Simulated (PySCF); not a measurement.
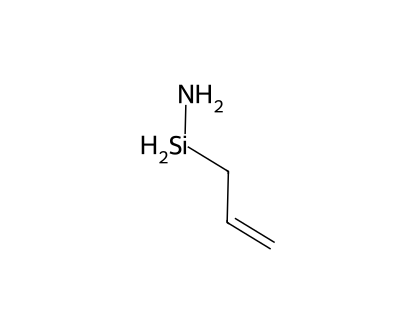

Write the SMILES.

C=CC[SiH2]N

What is the molecular formula?

C3H9NSi.

An optimisation with GFN2-xTB gave a structure of which point group?

C1. Other conformers may differ.

The parts below concern this one geometry. Atoms keep their numbers from picture to picture. Computed geometry: GFN2-xTB optimisation. No frequency run is at hand to confirm it as a minimum.

### Shape

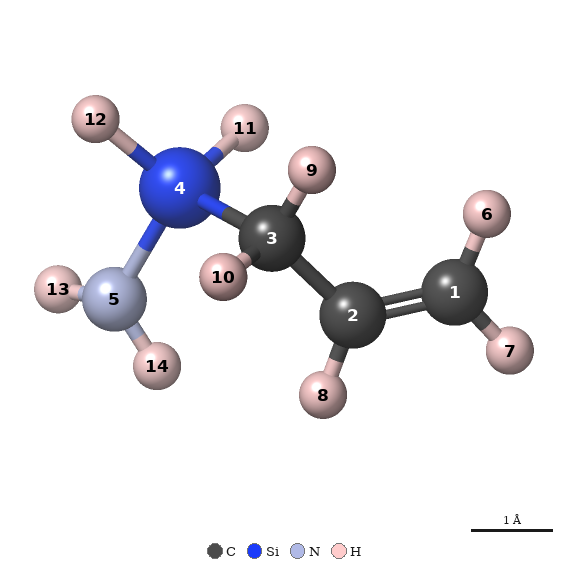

Numbered structure. No frequency run is at hand to confirm it as a minimum.

What are the angles C1–C2–C3, C1–C2–H8, C2–C1–H6, C2–C3–Si4, C2–C3–H9, C2–C3–H10, C3–C2–H8, C3–Si4–H11, Si4–C3–H9, Si4–N5–H13, Si4–N5–H14, N5–Si4–H12?

| angle | degrees |
| --- | --- |
| C1–C2–C3 | 125.0 |
| C1–C2–H8 | 119.6 |
| C2–C1–H6 | 121.5 |
| C2–C3–Si4 | 111.7 |
| C2–C3–H9 | 110.0 |
| C2–C3–H10 | 109.7 |
| C3–C2–H8 | 115.4 |
| C3–Si4–H11 | 108.5 |
| Si4–C3–H9 | 108.9 |
| Si4–N5–H13 | 118.8 |
| Si4–N5–H14 | 119.0 |
| N5–Si4–H12 | 105.4 |

### Dipole moment

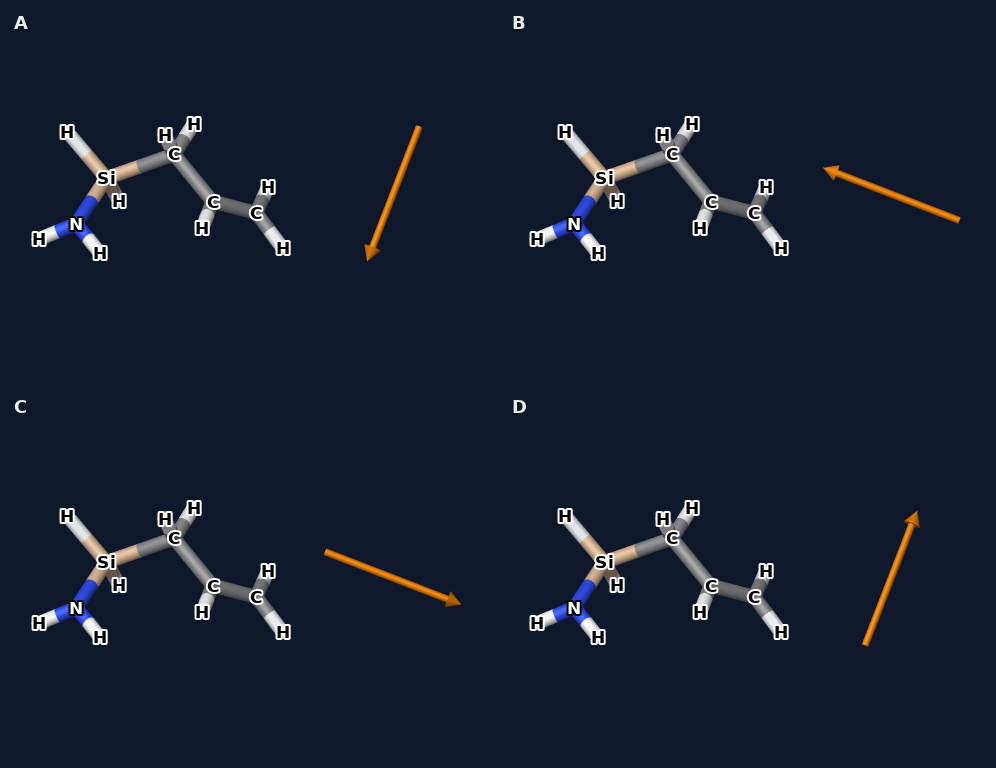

The same molecule four times, each with an arrow. No frequency run is at hand to confirm it as a minimum. Properties computed with ωB97X-D/def2-SVPD, gas phase (PySCF 2.14.0).

Which arrow points along the dipole moment, from the negative to the positive end?

A. The dipole moment is 0.84 D.

### Excitation

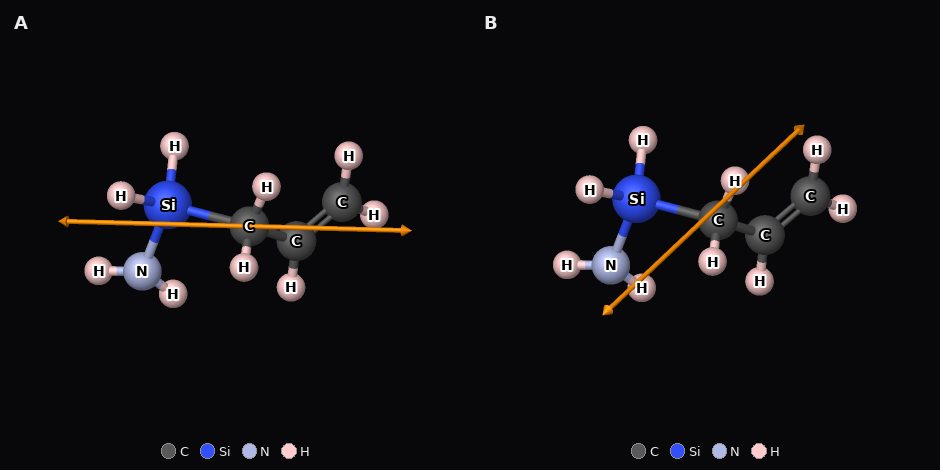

The double arrows show the directions of two transition dipoles from the ground state (lengths mean nothing). No frequency run is at hand to confirm it as a minimum. Properties computed with TDDFT ωB97X-D/def2-SVPD, vertical, gas phase, core orbitals frozen in the response (PySCF 2.14.0).

One belongs to singlet state 3 and one to singlet state 5. Which is which?

A: state 5, 7.66 eV (162 nm), oscillator strength 0.016, of mixed character, with the largest part HOMO−1 → LUMO+1 (weight 0.35).
B: state 3, 7.15 eV (173 nm), oscillator strength 0.042, mainly HOMO → LUMO+1 (weight 0.67).

### Polarisability

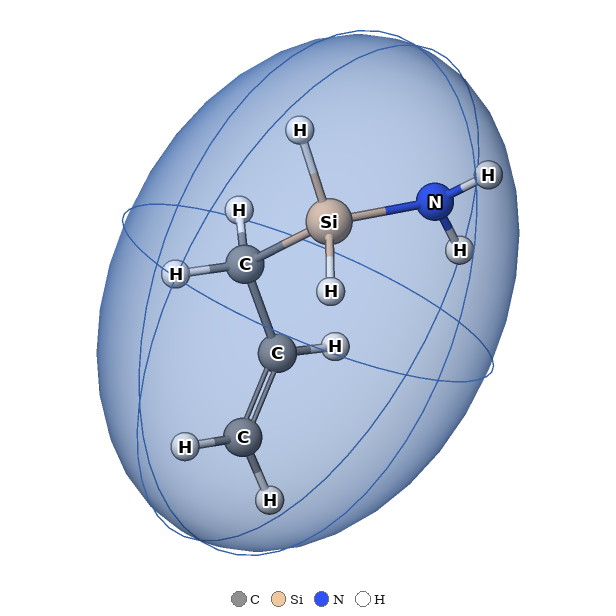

The ellipsoid shows the static dipole polarisability: its half-axes are proportional to the principal values. No frequency run is at hand to confirm it as a minimum. Level of theory: ωB97X-D/def2-SVPD (PySCF 2.14.0).

How large and how anisotropic is the polarisability?

Principal values 62.1, 66.2, 88.5 bohr³; mean 72.3 bohr³ (10.71 Å³); anisotropy 24.6 bohr³, so the longest axis is 1.42 times the shortest.

The geometry is semi-empirical. Around Si such bond lengths and angles can be off by a tenth of an ångström or more and by several degrees, and values that hang on the shape move with them.
